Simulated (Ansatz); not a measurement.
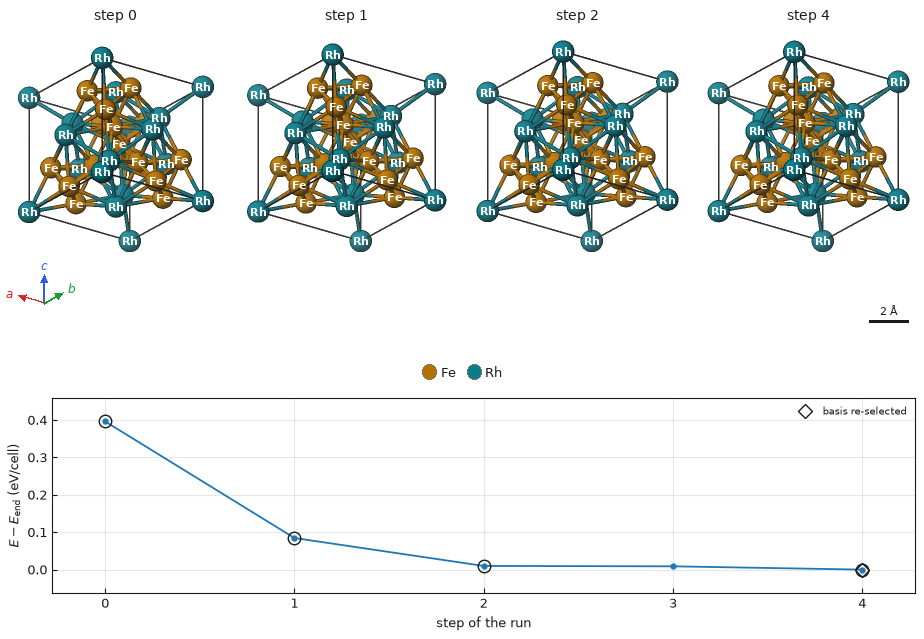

Frames of a relaxation of crystalline Fe2Rh (built on the cubic Laves (C15)_227 type) (coarse preliminary run), marked on the history of the run. A ball-and-stick model of the conventional cell (4 times the calculation's cell), seen from a free direction. Lengths and directions refer to the drawn axes.

Case: cubic Laves (C15) type (Fd-3m, No. 227).

All numbers below come from Ansatz, DFT r2SCAN, scalar-relativistic, plane waves, PAW. Settings: plane-wave cutoff 500 eV; k-point mesh 4 × 4 × 4; occupations gaussian; smearing width 0.1 eV; collinear spin; cell and atoms relaxed; force threshold 0.04 eV/Å; at most 70 steps.

Question: Describe the path.

Answer: After 3 accepted moves (4 points after the start) the energy has fallen by 0.396 eV per cell of the calculation. All forces vanish by symmetry, so only the cell relaxes. The pressure goes from 17.21 to 0.07 GPa. The SCF was repeated once at an unchanged geometry on a basis and grid sized afresh for the cell, which shifted the energy by 8.8 meV per cell of the calculation at most. No atom moves by more than 0.005 Å relative to the cell. Cell: a = b = c 6.536 → 6.752 Å (+3.3 %). Volume +10.2 %. Among the contacts that change: Rh–Rh 2.830 → 2.924 Å, Fe–Rh 2.710 → 2.799 Å, Fe–Fe 2.311 → 2.387 Å. The space group stays Fd-3m (No. 227). From step 0 to 1: volume +5.4 %, energy −0.312 eV per cell of the calculation. From step 1 to 2: volume +5.0 %, energy −74.7 meV per cell of the calculation. From step 2 to 4: volume −0.4 %, energy −9.8 meV per cell of the calculation.
